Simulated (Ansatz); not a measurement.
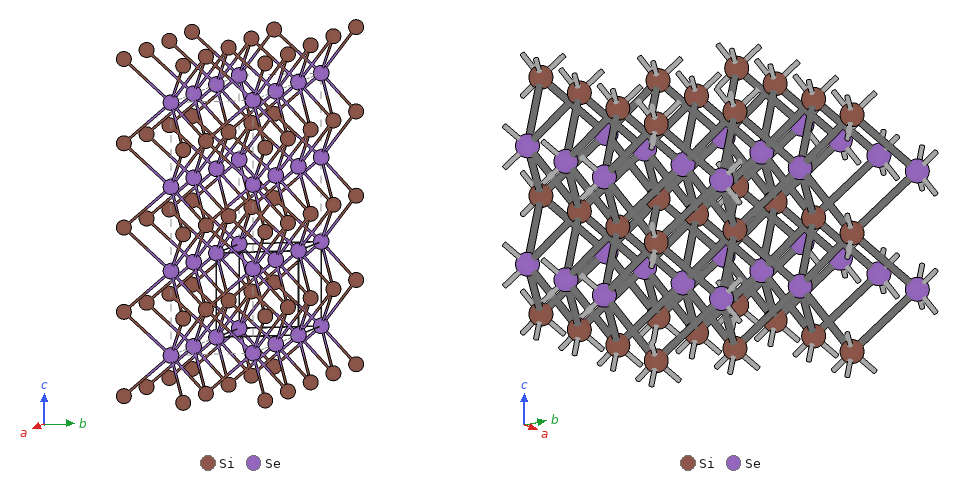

Left: the structure. Right: its underlying net. Nodes are coloured by element. Short stubs are edges that leave the cut-out.

System SiSe (space group P-6m2, No. 187); source of the atomic positions: coordinates from a relaxation with DFT PBE, scalar-relativistic, plane waves, PAW (Ansatz 0.2.0); the starting structure was generated, so it need not be a known form of this composition.

Bonds are taken as Se–Si below 3.1 Å; no other contact counts. Atoms with one bond or none are removed and atoms with two bonds are replaced by edges, until no such atom is left.

The result is a uninodal 6-connected, three-periodic net: Si and Se are 6-connected nodes. It is the acs net, known from WC. It is a single net, without interpenetration.

```json
{"node": "Si and Se", "links": "6", "point symbol": "4^9.6^6", "coordination sequence": "6 20 42 74 114 164"}
```
